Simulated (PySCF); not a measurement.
BFH3N

The calculation's input:

```
{"job": {"kind": "nmr", "xc": "PBE0", "basis": "pcSseg-1"}, "charge": 0, "multiplicity": 1}
N     -0.719407    -0.009212     0.011773
B      0.660891    -0.064075    -0.007801
F      1.325802     1.078655    -0.183180
H     -1.315439    -0.806503     0.136346
H     -1.221052     0.855820    -0.100285
H      1.272327    -1.052695     0.121572
```

Command:

```sh
OMP_NUM_THREADS=1 python probes_run.py task.json out
```

Geometry: GFN2-xTB.

Computed with PBE0/pcSseg-1, SCF density, gas phase, non-relativistic in PySCF.

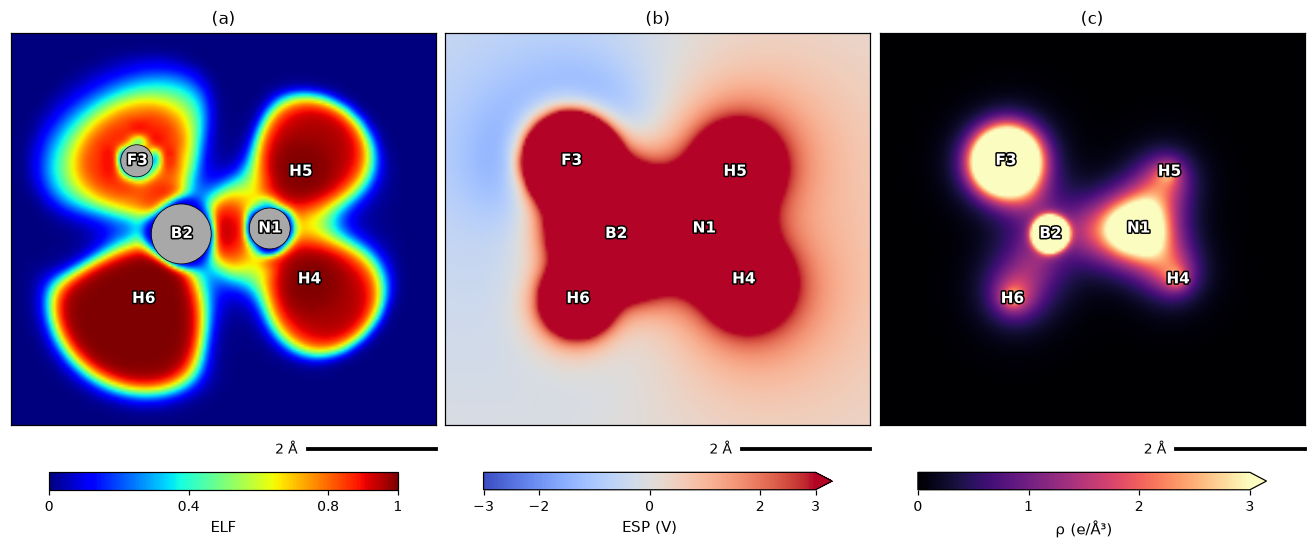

Figure 1. (a) ELF; (b) electrostatic potential; (c) electron density on the molecular plane. Grey discs cover the atomic cores in the ELF map.

### What do the fields say about this system?

The section cuts through N, B, F and H sites. B–F (1.33 Å): ρ is about 2.1 e/Å³ halfway; the ELF peaks at about 0.85 between the atoms; a shared but strongly polarised pair. B–N (1.38 Å): the density is about 2 e/Å³ at the midpoint; the ELF peaks at about 0.95 between the atoms, as expected for a polar covalent bond. N–H (1.00 Å): ρ at the midpoint is about 2.9 e/Å³; the ELF climbs to about 1 towards the hydrogen, as it does in any bond to H (a covalent bond by its length). B–H (1.17 Å): ρ at the midpoint is about 1.3 e/Å³; the ELF climbs to about 1 towards the hydrogen (a covalent bond by its length). The ELF also peaks beside F3, away from the bonds: lone-pair regions. Outside the dense part of the molecule the potential is most negative (−1.3 V) near F3.

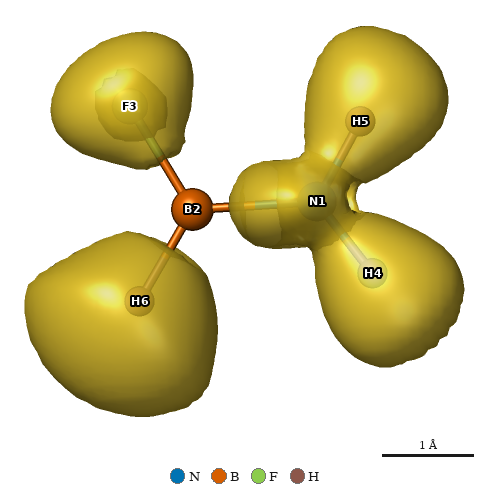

Figure 2. Isosurface of the ELF at 0.75 (yellow), seen across its widest extent. Only the valence region is drawn (cores and ρ < 0.01 e/Å³ removed).

### What do the ELF domains correspond to?

At this value the surface marks out one region around a hydrogen nucleus, one region on F in which the atom's valence shell and bonds are merged and one joined region spread over several atoms (H, N), in which their bonds and any lone pairs are merged.

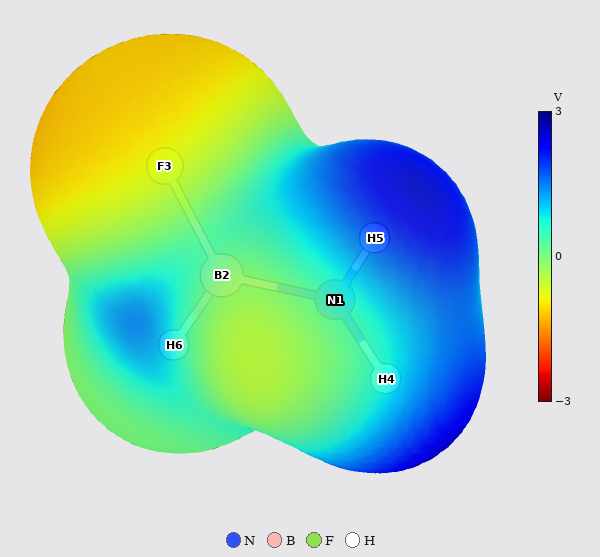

Figure 3. The molecular electrostatic potential painted on the density surface at 0.004 e/bohr³, seen at a tilt; red is negative and blue positive.

### Which sites attract a positive test charge, and which a negative one?

A positive charge is drawn to the negative regions and a negative charge to the positive ones. The most negative region (about −1.3 V, or −30 kcal/mol for a unit charge) lies over F3, the most positive (about +2.6 V, or +60 kcal/mol for a unit charge) over H4.

### What dipole moment does the calculation give?

Its dipole moment is 2.51 D.
